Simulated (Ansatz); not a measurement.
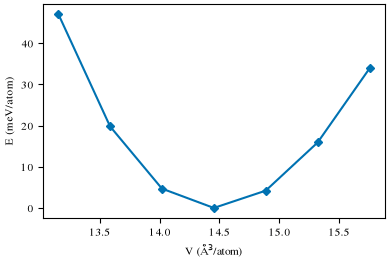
Al$_{2}$Cu in space group I4/mcm (No. 140; Cu on 4a, Al on 8h) under volume change, PBEsol (plane waves, PAW; program Ansatz), shape and atoms relaxed at each volume.

Q: What does a third-order Birch–Murnaghan fit give for V₀, B₀ and B′?

A: V₀ = 14.45 Å³/atom, B₀ = 109 GPa, B′ = 4.5.

The PBEsol relaxation kept the symmetry of its start. No spin polarisation was allowed.

Potentials: the earlier of the program's two PAW sets. The files were generated under PBE; for other functionals the program regenerates the frozen cores, and for LDA and PBEsol the local potential too.
